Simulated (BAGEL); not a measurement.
# CH3BClNO (SMILES [H]/N=C\B(O)Cl): HF/cc-pVDZ (density fitting with qzvpp-jkfit)

What is the energy change on altering one bond length of CH3BClNO at HF/cc-pVDZ (density fitting with qzvpp-jkfit)? 

Program for the calculation: BAGEL 1.2.2.

## 1. The structure to begin with

The species is CH3BClNO (8 atoms), meant as a singlet with charge 0. SMILES: `[H]/N=C\B(O)Cl`. The shape is that of a PBE0-D4/def2-TZVP optimisation. This is one conformer, not always the lowest.

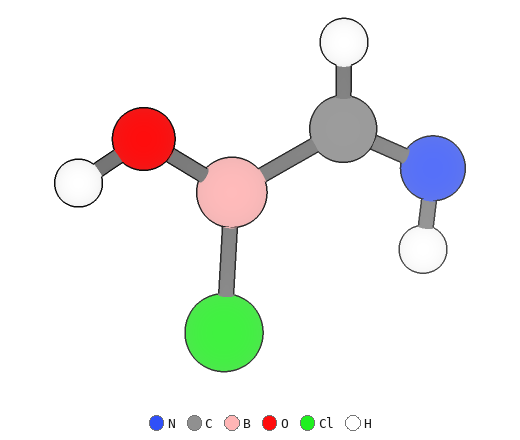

The structure, seen from a chosen angle (nitrogen blue, carbon grey, boron pink, oxygen red, chlorine green, hydrogen white).

## 2. The energy at HF/cc-pVDZ (density fitting with qzvpp-jkfit)

calc.json

```json
{ "bagel" : [

{
  "title" : "molecule",
  "basis" : "cc-pvdz.json",
  "df_basis" : "qzvpp-jkfit",
  "angstrom" : true,
  "geometry" : [
    { "atom" : "N", "xyz" : [   -0.428500,    1.745600,    0.743700 ] },
    { "atom" : "C", "xyz" : [   -0.322700,    0.482100,    0.812400 ] },
    { "atom" : "B", "xyz" : [    0.172300,   -0.471900,   -0.334000 ] },
    { "atom" : "O", "xyz" : [    0.230100,   -1.793200,   -0.105500 ] },
    { "atom" : "Cl", "xyz" : [    0.644400,    0.203500,   -1.901500 ] },
    { "atom" : "H", "xyz" : [   -0.141000,    2.072800,   -0.183700 ] },
    { "atom" : "H", "xyz" : [   -0.604600,    0.018200,    1.764400 ] },
    { "atom" : "H", "xyz" : [    0.542100,   -2.314100,   -0.851700 ] }
  ]
},
{ "title" : "hf" },
{ "title" : "print", "file" : "orbitals.molden", "orbitals" : true }

]}
```

The basis set cc-pVDZ is read from a file made from the Basis Set Exchange's data (not shown).

On the command line:

```bash
$ BAGEL_NUM_THREADS=1 BAGEL calc.json > calc.out
```

The log of the run:

```text
* using 1 threads per process

  ===============================================================
  ===============================================================

  *** Geometry ***

  { "atom" : "N", "xyz" : [     -0.809748,      3.298706,      1.405389 ] },
  { "atom" : "C", "xyz" : [     -0.609815,      0.911037,      1.535214 ] },
  { "atom" : "B", "xyz" : [      0.325600,     -0.891762,     -0.631169 ] },
  { "atom" : "O", "xyz" : [      0.434826,     -3.388657,     -0.199366 ] },
  { "atom" : "Cl", "xyz" : [      1.217740,      0.384559,     -3.593314 ] },
  { "atom" : "H", "xyz" : [     -0.266451,      3.917024,     -0.347143 ] },
  { "atom" : "H", "xyz" : [     -1.142528,      0.034393,      3.334233 ] },
  { "atom" : "H", "xyz" : [      1.024421,     -4.373015,     -1.609480 ] },

  Number of auxiliary basis functions:      486

  Since a DF basis is specified, we compute 2- and 3-index integrals:
    o Being stored without compression. Storage requirement is 0.031 GB

  Number of basis functions:       89
  Number of electrons      :       46

    * METHOD: MOLECULE                             0.18

  *** RHF ***

  === Nuclear Repulsion ===
   190.5649547877

      * DIIS with orbital gradients will be used.

  === RHF iteration (cc-pvdz.json) ===
      0       -652.96920522          0.01627377           0.06
      1       -653.13145572          0.01161443           0.05
      2       -653.21275074          0.00158137           0.05
      3       -653.21513514          0.00057292           0.05
      4       -653.21540400          0.00018276           0.06
      5       -653.21544930          0.00009963           0.06
      6       -653.21546081          0.00004474           0.05
      7       -653.21546389          0.00000777           0.05
      8       -653.21546397          0.00000293           0.05
      9       -653.21546398          0.00000110           0.05
     10       -653.21546398          0.00000034           0.06
     11       -653.21546398          0.00000013           0.05
     12       -653.21546398          0.00000006           0.05
     13       -653.21546398          0.00000002           0.05
     14       -653.21546398          0.00000001           0.06
    * SCF iteration converged.

    * Permanent dipole moment:
           (   -0.282472,     0.907652,     0.545998) a.u.

    * METHOD: HF                                   0.95

    * METHOD: PRINT                                0.01

  ===============================================================
```

Wall time 1.3 s (1 thread of Intel Xeon 6975P-C (Granite Rapids), shared host).

## 3. The distorted shape at the same level

job.json

```json
{ "bagel" : [

{
  "title" : "molecule",
  "basis" : "cc-pvdz.json",
  "df_basis" : "qzvpp-jkfit",
  "angstrom" : true,
  "geometry" : [
    { "atom" : "N", "xyz" : [      -0.287559,       1.977535,       0.267730 ] },
    { "atom" : "C", "xyz" : [      -0.181759,       0.714035,       0.336430 ] },
    { "atom" : "B", "xyz" : [       0.313241,      -0.239965,      -0.809970 ] },
    { "atom" : "O", "xyz" : [       0.371041,      -1.561265,      -0.581470 ] },
    { "atom" : "Cl", "xyz" : [       0.785341,       0.435435,      -2.377470 ] },
    { "atom" : "H", "xyz" : [      -0.000059,       2.304735,      -0.659670 ] },
    { "atom" : "H", "xyz" : [      -0.604600,       0.018200,       1.764400 ] },
    { "atom" : "H", "xyz" : [       0.683041,      -2.082165,      -1.327670 ] }
  ]
},

{
  "title" : "hf"
},

{
  "title" : "print",
  "file" : "orbitals.molden",
  "orbitals" : true
}

]}
```

The basis set cc-pVDZ is read from a file made from the Basis Set Exchange's data (not shown).

On the command line:

```bash
$ BAGEL_NUM_THREADS=1 BAGEL job.json > job.out
```

The log of the run:

```text
* using 1 threads per process

  ===============================================================
  ===============================================================

  *** Geometry ***

  { "atom" : "N", "xyz" : [     -0.543408,      3.737000,      0.505936 ] },
  { "atom" : "C", "xyz" : [     -0.343475,      1.349331,      0.635761 ] },
  { "atom" : "B", "xyz" : [      0.591940,     -0.453468,     -1.530621 ] },
  { "atom" : "O", "xyz" : [      0.701166,     -2.950363,     -1.098819 ] },
  { "atom" : "Cl", "xyz" : [      1.484079,      0.822853,     -4.492767 ] },
  { "atom" : "H", "xyz" : [     -0.000111,      4.355318,     -1.246596 ] },
  { "atom" : "H", "xyz" : [     -1.142528,      0.034393,      3.334233 ] },
  { "atom" : "H", "xyz" : [      1.290760,     -3.934722,     -2.508933 ] },

  Number of auxiliary basis functions:      486

  Since a DF basis is specified, we compute 2- and 3-index integrals:
    o Being stored without compression. Storage requirement is 0.031 GB

  Number of basis functions:       89
  Number of electrons      :       46

    * METHOD: MOLECULE                             0.18

  *** RHF ***

  === Nuclear Repulsion ===
   188.6173446484

      * DIIS with orbital gradients will be used.

  === RHF iteration (cc-pvdz.json) ===
      0       -652.86496129          0.01688237           0.06
      1       -653.03233351          0.01254790           0.05
      2       -653.12773388          0.00173915           0.05
      3       -653.13075022          0.00078582           0.05
      4       -653.13128484          0.00024382           0.05
      5       -653.13137534          0.00012683           0.05
      6       -653.13139843          0.00005868           0.05
      7       -653.13140421          0.00001152           0.05
      8       -653.13140438          0.00000466           0.06
      9       -653.13140440          0.00000174           0.06
     10       -653.13140441          0.00000068           0.06
     11       -653.13140441          0.00000027           0.05
     12       -653.13140441          0.00000012           0.05
     13       -653.13140441          0.00000005           0.05
     14       -653.13140441          0.00000002           0.05
     15       -653.13140441          0.00000001           0.05
     16       -653.13140441          0.00000000           0.05
    * SCF iteration converged.

    * Permanent dipole moment:
           (   -0.374261,     0.765645,     0.853245) a.u.

    * METHOD: HF                                   1.03

    * METHOD: PRINT                                0.01

  ===============================================================
```

It took 1.4 s on 1 thread of Intel Xeon 6975P-C (Granite Rapids), shared host.

## 4. Results

At HF/cc-pVDZ (density fitting with qzvpp-jkfit):

| quantity | value |
| --- | --- |
| first shape: total energy | -653.21546 Eh |
| first shape: dipole moment | 2.79 D |
| first shape: HOMO energy | -11.39 eV |
| first shape: LUMO energy | 2.31 eV |
| first shape: HOMO–LUMO gap | 13.70 eV |
| distorted shape: total energy | -653.13140 Eh |
| distorted shape: dipole moment | 3.07 D |
| distorted shape: HOMO energy | -10.55 eV |
| distorted shape: LUMO energy | 2.11 eV |
| distorted shape: HOMO–LUMO gap | 12.66 eV |
| energy change with the C2–H7 bond stretched from 1.096 to 1.644 Å | 2.287 eV |

In words: With the C2–H7 bond stretched from 1.096 to 1.644 Å the energy rises by 2.29 eV (221 kJ/mol). The first shape isn't relaxed at this level, so the change isn't measured from a minimum.
